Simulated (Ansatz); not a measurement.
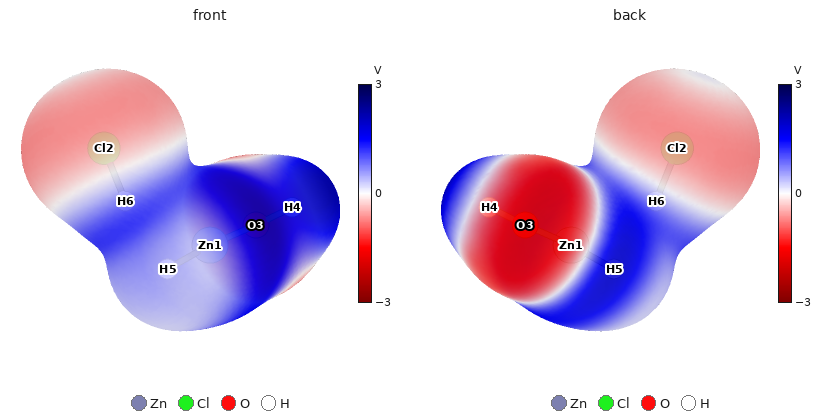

The picture shows: H2OZn···HCl. The electrostatic potential painted on the density surface at 0.002 e/bohr³, seen from the front and from behind; red is negative and blue positive.

Not at a stationary point (largest force 0.8 eV/Å).

All numbers below come from RKS LDA/def2-SVP (Ansatz 0.2.0).

```yaml
atoms:
  - { symbol: Zn, position_ang: [-0.9363, -0.1758, -0.5236] }
  - { symbol: Cl, position_ang: [0.0814, -0.1259, 2.7576] }
  - { symbol: O, position_ang: [0.3258, -0.0235, -1.7140] }
  - { symbol: H, position_ang: [0.6571, -0.8639, -2.0876] }
  - { symbol: H, position_ang: [-2.1314, -0.1729, 0.4707] }
  - { symbol: H, position_ang: [-0.9740, -0.1417, 1.9233] }
```

Q: Where is the surface potential most negative and most positive?

A: The most negative region (about −1.7 V) lies over O3, the most positive (about +2.2 V) over H4. O3 is the likeliest acceptor of a hydrogen bond.
